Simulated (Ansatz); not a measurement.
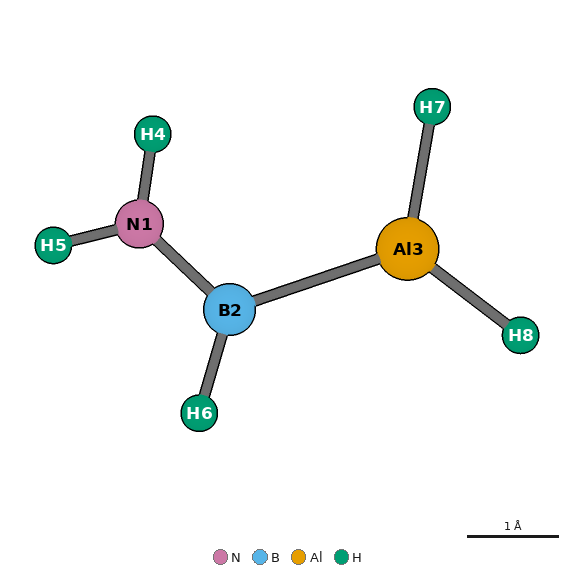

The atoms are numbered. The computed structure is the end point of a PBE0-D4/def2-TZVP optimisation. No frequency run is at hand to confirm it as a minimum.

Q: Describe the coordination of atom 3.

A: Al3 has 3 neighbours (B2 at 2.14, H7 at 1.60, H8 at 1.59 Å); the arrangement is trigonal planar.

Q: What is the geometry at N1?

A: N1 has 3 neighbours (B2 at 1.39, H4 at 1.01, H5 at 1.01 Å); the arrangement is trigonal planar.

Q: Describe the coordination of atom 2.

A: B2 has 3 neighbours (N1 at 1.39, Al3 at 2.14, H6 at 1.20 Å); the arrangement is trigonal planar.
